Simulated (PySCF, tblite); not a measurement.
# C6H8NO2−: dynamics, then NMR shifts on frames, part 2 of 2

tblite 0.8.0 and PySCF 2.14.0. Atoms count from 0. The steps go on from the part before.

## 5. Nuclear shieldings: 625 fs, PBE0/pcSseg-1

What the job is given:

```
{"job": {"kind": "nmr", "xc": "PBE0", "basis": "pcSseg-1", "pop": false}, "charge": -1, "multiplicity": 1}
N     -4.054100     1.396800     2.001800
C     -3.090700     0.741500     1.799300
C     -1.785400     0.142400     1.697000
C     -1.146200    -0.115600     0.255800
C     -0.288100     1.055300    -0.439000
C      1.004800     1.190900     0.290700
C      1.993800    -0.005500     0.158200
O      1.366900    -1.097700    -0.136300
O      3.200300     0.170900     0.355200
H     -1.131200     0.960500     2.121900
H     -1.701900    -0.849800     2.157400
H     -0.349000    -0.846900     0.432900
H     -1.920800    -0.538100    -0.493800
H     -0.728800     2.010700    -0.591200
H     -0.077500     0.674800    -1.426300
H      0.658900     1.687000     1.331800
H      1.707200     2.037000    -0.043000
```

With the program's defaults for keys left out, this is: GIAO PBE0/pcSseg-1 NMR shielding, non-relativistic, gas phase.

The program printed:

```text
coarse grid: 14712 points
cycle   1  E = -437.7810566082  dE =  1.011e+00  |g| = 1.143e+00  |ddm| = 3.682e+00
cycle   2  E = -436.0517749782  dE =  1.729e+00  |g| = 2.682e+00  |ddm| = 6.912e+00
cycle   3  E = -437.9652994558  dE = -1.914e+00  |g| = 5.895e-01  |ddm| = 6.629e+00
cycle   4  E = -438.0355549586  dE = -7.026e-02  |g| = 2.066e-01  |ddm| = 6.303e-01
cycle   5  E = -438.0410066782  dE = -5.452e-03  |g| = 1.354e-01  |ddm| = 3.276e-01
cycle   6  E = -438.0446042925  dE = -3.598e-03  |g| = 2.239e-02  |ddm| = 1.183e-01
cycle   7  E = -438.0446446268  dE = -4.033e-05  |g| = 1.859e-02  |ddm| = 2.858e-02
cycle   8  E = -438.0447137303  dE = -6.910e-05  |g| = 4.910e-03  |ddm| = 1.453e-02
cycle   9  E = -438.0447188785  dE = -5.148e-06  |g| = 8.179e-04  |ddm| = 4.469e-03
final grid: 143632 points
cycle  10  E = -438.1190467481  dE = -2.855e-05  |g| = 1.121e-02  |ddm| = 2.952e-02
cycle  11  E = -438.1190125723  dE =  3.418e-05  |g| = 1.768e-02  |ddm| = 2.433e-02
cycle  12  E = -438.1190703819  dE = -5.781e-05  |g| = 1.548e-03  |ddm| = 1.517e-02
cycle  13  E = -438.1190708744  dE = -4.925e-07  |g| = 3.730e-04  |ddm| = 1.403e-03
cycle  14  E = -438.1190708936  dE = -1.920e-08  |g| = 2.185e-04  |ddm| = 4.873e-04
cycle  15  E = -438.1190709023  dE = -8.691e-09  |g| = 4.673e-05  |ddm| = 1.997e-04
cycle  16  E = -438.1190709027  dE = -4.613e-10  |g| = 1.043e-05  |ddm| = 4.533e-05
converged SCF energy = -438.1190709027

GIAO shielding tensors (ppm)
atom      isotropic    diamagn.    paramagn.     s11        s22        s33       span
  0 N      -35.184     338.732    -373.915   -210.417   -193.137    298.003    508.420
  1 C       48.624     256.866    -208.242    -77.815    -69.086    292.774    370.590
  2 C      172.299     249.541     -77.241    156.552    174.257    186.089     29.538
  3 C      147.838     250.333    -102.496    129.278    154.461    159.774     30.496
  4 C      157.586     247.402     -89.816    150.461    155.405    166.891     16.430
  5 C      146.132     250.127    -103.996    114.869    146.116    177.411     62.542
  6 C        7.673     244.131    -236.458    -82.301     40.170     65.150    147.451
  7 O      -40.927     409.337    -450.264   -280.985    -69.533    227.735    508.720
  8 O      -41.278     401.621    -442.899   -239.839   -110.728    226.733    466.571
  9 H       27.538      29.654      -2.116     21.931     29.063     31.620      9.689
 10 H       29.222      27.724       1.498     22.300     29.893     35.472     13.172
 11 H       23.548      30.000      -6.452     14.252     21.193     35.198     20.946
 12 H       28.964      30.843      -1.879     23.623     29.254     34.014     10.391
 13 H       31.037      33.003      -1.966     26.374     30.080     36.657     10.282
 14 H       30.191      32.490      -2.299     26.365     28.330     35.879      9.514
 15 H       27.479      30.036      -2.556     23.243     28.322     30.873      7.631
 16 H       28.518      30.425      -1.908     24.308     28.135     33.110      8.802
```

It took 44 s on 1 thread of Arm Neoverse N1, shared host; peak memory 0.87 GiB.

Key values: δ C6 179.3, C1 138.3, C5 40.8, C3 39.1, H11 8.17, H15 4.24 ppm.

## 6. Nuclear shieldings: 800 fs, PBE0/pcSseg-1

What the job is given:

```
{"job": {"kind": "nmr", "xc": "PBE0", "basis": "pcSseg-1", "pop": false}, "charge": -1, "multiplicity": 1}
N     -4.389700     1.410100     1.412100
C     -3.590200     0.618300     1.602000
C     -2.367600     0.025900     2.025200
C     -1.453600    -0.562400     0.875200
C     -0.527300     0.592800     0.380700
C      0.575800     1.055800     1.168200
C      1.954100     0.357800     0.680200
O      1.915500    -0.606500    -0.059200
O      2.906900     0.815300     1.358000
H     -1.841000     0.908700     2.486200
H     -2.729300    -0.788300     2.688500
H     -0.754600    -1.275000     1.358600
H     -2.074800    -1.016800     0.151800
H     -1.104300     1.423800     0.035200
H      0.096500     0.161200    -0.519500
H      0.548800     0.790300     2.280100
H      0.825100     2.072800     1.223700
```

Level: GIAO PBE0/pcSseg-1 NMR shielding, non-relativistic, gas phase.

The program printed:

```text
coarse grid: 14712 points
cycle   1  E = -437.7855093583  dE =  1.318e+00  |g| = 1.132e+00  |ddm| = 3.723e+00
cycle   2  E = -435.6185114568  dE =  2.167e+00  |g| = 2.601e+00  |ddm| = 8.881e+00
cycle   3  E = -437.9128394638  dE = -2.294e+00  |g| = 7.456e-01  |ddm| = 8.758e+00
cycle   4  E = -438.0247539755  dE = -1.119e-01  |g| = 2.482e-01  |ddm| = 5.833e-01
cycle   5  E = -438.0353555656  dE = -1.060e-02  |g| = 1.946e-01  |ddm| = 4.509e-01
cycle   6  E = -438.0427168822  dE = -7.361e-03  |g| = 3.359e-02  |ddm| = 1.852e-01
cycle   7  E = -438.0429710536  dE = -2.542e-04  |g| = 1.136e-02  |ddm| = 6.103e-02
cycle   8  E = -438.0430021166  dE = -3.106e-05  |g| = 2.676e-03  |ddm| = 1.313e-02
cycle   9  E = -438.0430033416  dE = -1.225e-06  |g| = 1.469e-03  |ddm| = 3.062e-03
final grid: 143632 points
cycle  10  E = -438.1169121176  dE = -3.563e-05  |g| = 1.323e-02  |ddm| = 3.413e-02
cycle  11  E = -438.1168581096  dE =  5.401e-05  |g| = 2.148e-02  |ddm| = 2.796e-02
cycle  12  E = -438.1169452494  dE = -8.714e-05  |g| = 2.068e-03  |ddm| = 1.803e-02
cycle  13  E = -438.1169461058  dE = -8.564e-07  |g| = 7.732e-04  |ddm| = 1.707e-03
cycle  14  E = -438.1169462268  dE = -1.210e-07  |g| = 1.749e-04  |ddm| = 6.662e-04
cycle  15  E = -438.1169462329  dE = -6.085e-09  |g| = 5.318e-05  |ddm| = 1.650e-04
cycle  16  E = -438.1169462335  dE = -6.529e-10  |g| = 1.106e-05  |ddm| = 5.533e-05
converged SCF energy = -438.1169462335

GIAO shielding tensors (ppm)
atom      isotropic    diamagn.    paramagn.     s11        s22        s33       span
  0 N      -30.955     339.604    -370.559   -207.028   -182.387    296.551    503.580
  1 C       56.827     259.565    -202.737    -66.460    -56.464    293.407    359.867
  2 C      169.706     245.521     -75.814    159.139    166.533    183.446     24.307
  3 C      154.035     246.515     -92.481    146.506    153.981    161.617     15.111
  4 C      162.069     251.214     -89.146    147.096    162.413    176.697     29.601
  5 C      150.016     253.954    -103.937    126.395    133.771    189.883     63.487
  6 C       15.146     241.738    -226.592    -72.598     53.560     64.477    137.075
  7 O       34.072     409.533    -375.461   -190.854    -25.940    319.011    509.866
  8 O       -9.547     403.841    -413.388   -244.289    -29.670    245.319    489.607
  9 H       27.768      28.325      -0.557     22.498     29.188     31.618      9.120
 10 H       29.382      24.932       4.449     23.278     29.082     35.785     12.508
 11 H       29.927      31.714      -1.787     24.841     30.159     34.781      9.940
 12 H       30.942      33.271      -2.329     25.990     30.483     36.352     10.362
 13 H       31.004      35.739      -4.734     25.812     30.941     36.261     10.450
 14 H       25.846      29.989      -4.143     20.806     23.903     32.829     12.023
 15 H       29.583      32.837      -3.254     25.227     30.401     33.119      7.892
 16 H       30.649      35.039      -4.390     26.081     29.793     36.072      9.991
```

Wall time 43 s (1 thread of Arm Neoverse N1, shared host); peak memory 0.86 GiB.

Key values: δ C6 171.8, C1 130.1, C5 36.9, C3 32.9, H14 5.87, H9 3.95 ppm.

## 7. Shielding tensors: 1000 fs, PBE0/pcSseg-1

What the job is given:

```
{"job": {"kind": "nmr", "xc": "PBE0", "basis": "pcSseg-1", "pop": false}, "charge": -1, "multiplicity": 1}
N     -4.491700     2.112600     1.025000
C     -3.735400     1.561900     1.647700
C     -2.658700     0.687600     2.215600
C     -1.956100     0.071200     1.008400
C     -0.981400     1.025100     0.231300
C      0.359400     1.423000     0.926500
C      1.525500     0.424800     1.441500
O      1.806600    -0.607000     0.845600
O      1.865000     0.892000     2.542100
H     -1.871300     1.347900     2.687200
H     -3.166300     0.067200     3.029800
H     -1.521100    -0.933300     1.324700
H     -2.914100    -0.203300     0.388200
H     -1.640100     1.825900    -0.024400
H     -0.916300     0.448500    -0.671800
H      0.179200     1.954000     1.836600
H      0.868800     1.973200     0.060500
```

With the program's defaults for keys left out, this is: GIAO PBE0/pcSseg-1 NMR shielding, non-relativistic, gas phase.

The program printed:

```text
coarse grid: 14712 points
cycle   1  E = -437.7821230694  dE =  1.122e+00  |g| = 1.131e+00  |ddm| = 3.662e+00
cycle   2  E = -436.6559729759  dE =  1.126e+00  |g| = 2.393e+00  |ddm| = 7.490e+00
cycle   3  E = -438.0052080639  dE = -1.349e+00  |g| = 3.438e-01  |ddm| = 7.203e+00
cycle   4  E = -438.0263322170  dE = -2.112e-02  |g| = 2.155e-01  |ddm| = 5.262e-01
cycle   5  E = -438.0338407958  dE = -7.509e-03  |g| = 8.847e-02  |ddm| = 2.297e-01
cycle   6  E = -438.0353083733  dE = -1.468e-03  |g| = 1.763e-02  |ddm| = 8.148e-02
cycle   7  E = -438.0353716046  dE = -6.323e-05  |g| = 5.800e-03  |ddm| = 2.109e-02
cycle   8  E = -438.0353793138  dE = -7.709e-06  |g| = 1.473e-03  |ddm| = 6.489e-03
final grid: 143632 points
cycle   9  E = -438.1106129761  dE = -2.352e-05  |g| = 1.164e-02  |ddm| = 2.594e-02
cycle  10  E = -438.1105752532  dE =  3.772e-05  |g| = 1.845e-02  |ddm| = 2.363e-02
cycle  11  E = -438.1106376396  dE = -6.239e-05  |g| = 1.724e-03  |ddm| = 1.493e-02
cycle  12  E = -438.1106382324  dE = -5.928e-07  |g| = 5.500e-04  |ddm| = 1.445e-03
cycle  13  E = -438.1106382888  dE = -5.643e-08  |g| = 1.490e-04  |ddm| = 4.827e-04
cycle  14  E = -438.1106382933  dE = -4.466e-09  |g| = 4.365e-05  |ddm| = 1.416e-04
cycle  15  E = -438.1106382937  dE = -3.874e-10  |g| = 1.634e-05  |ddm| = 4.318e-05
converged SCF energy = -438.1106382937

GIAO shielding tensors (ppm)
atom      isotropic    diamagn.    paramagn.     s11        s22        s33       span
  0 N      -12.193     342.016    -354.209   -180.122   -158.693    302.237    482.358
  1 C       57.658     264.565    -206.907    -68.651    -48.728    290.353    359.004
  2 C      158.688     250.056     -91.367    137.185    165.678    173.202     36.017
  3 C      144.409     243.493     -99.084    138.465    145.869    148.893     10.428
  4 C      161.039     247.504     -86.465    149.726    158.015    175.376     25.650
  5 C      144.335     249.934    -105.599    107.571    146.657    178.777     71.206
  6 C       20.991     243.756    -222.765    -73.017     55.533     80.458    153.475
  7 O       24.500     410.664    -386.164   -187.964     -4.149    265.613    453.578
  8 O      -51.810     404.870    -456.680   -275.099    -17.231    136.901    412.000
  9 H       27.817      28.788      -0.971     22.965     28.070     32.415      9.450
 10 H       28.431      24.992       3.439     23.348     27.353     34.591     11.243
 11 H       28.194      31.131      -2.937     23.825     27.687     33.070      9.245
 12 H       28.377      32.825      -4.448     23.205     28.833     33.093      9.888
 13 H       30.720      35.716      -4.996     25.383     30.878     35.899     10.516
 14 H       30.343      35.178      -4.835     25.168     29.579     36.283     11.115
 15 H       28.670      35.155      -6.486     23.043     28.765     34.201     11.158
 16 H       28.308      30.737      -2.429     24.746     28.479     31.700      6.954
```

It took 44 s on 1 thread of Arm Neoverse N1, shared host; peak memory 0.87 GiB.

Key values: δ C6 165.9, C1 129.3, C5 42.6, C3 42.5, H9 3.90, H11 3.52 ppm.

## 8. Run by run: NMR shifts

Shifts (ppm) of some atoms, chosen among heavy atoms and hydrogens apart, with basis size and wall time:

| frame | C2 | C3 | H11 | H14 | N0 | O8 | O7 | functions | time |
| --- | --- | --- | --- | --- | --- | --- | --- | --- | --- |
| 250 fs | 25.6 | 24.0 | 3.90 | 0.58 | 300.3 | 402.5 | 320.6 | 193 | 45 s |
| 425 fs | 7.8 | 23.1 | 5.61 | 3.83 | 300.4 | 354.0 | 351.1 | 193 | 44 s |
| 625 fs | 14.6 | 39.1 | 8.17 | 1.53 | 302.9 | 377.4 | 377.0 | 193 | 44 s |
| 800 fs | 17.2 | 32.9 | 1.79 | 5.87 | 298.7 | 345.6 | 302.0 | 193 | 43 s |
| 1000 fs | 28.2 | 42.5 | 3.52 | 1.37 | 279.9 | 387.9 | 311.6 | 193 | 44 s |

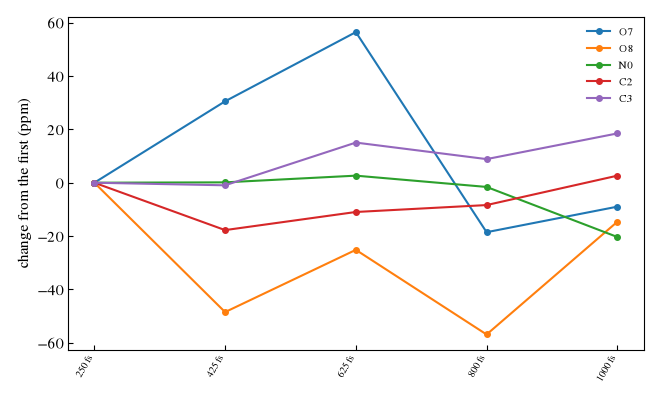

How five of the tabulated atoms move from run to run.

## 9. Summary of results

What follows sums up all 2 parts.

| quantity | value |
| --- | --- |
| thermostat | 600 K |
| mean temperature, second half | 608 K |
| mean potential energy above the minimum | 1.41 eV |
| ¹³C shifts against TMS (PBE0/pcSseg-1, 250 fs) | 170.4, 126.1, 34.8, 33.1, 25.6, 24.0 ppm |
| ¹H shifts against TMS (PBE0/pcSseg-1, 250 fs) | 5.93, 3.90, 3.85, 0.97, 0.60, 0.58, 0.30, -0.13 ppm |
| ¹⁵N shifts against NH3 (PBE0/pcSseg-1, 250 fs) | 300.3 ppm |
| ¹⁷O shifts against H2O (PBE0/pcSseg-1, 250 fs) | 402.5, 320.6 ppm |
| range of the shift of O7 | 302.0 to 377.0 ppm |

In words: In the second half the potential energy averages 1.41 eV above the minimum; equipartition over 45 harmonic modes at 600 K would give 1.16 eV. With 17 atoms the temperature swings widely (337 to 789 K). Shifts at one fixed geometry are not the observed spectrum, which averages over the motion. In the first frame run (250 fs): The largest span, 509 ppm, is at N0, where the paramagnetic term is -374 ppm. Across the 5 runs the shift of O7 moves most, between 302.0 (800 fs) and 377.0 ppm (625 fs).
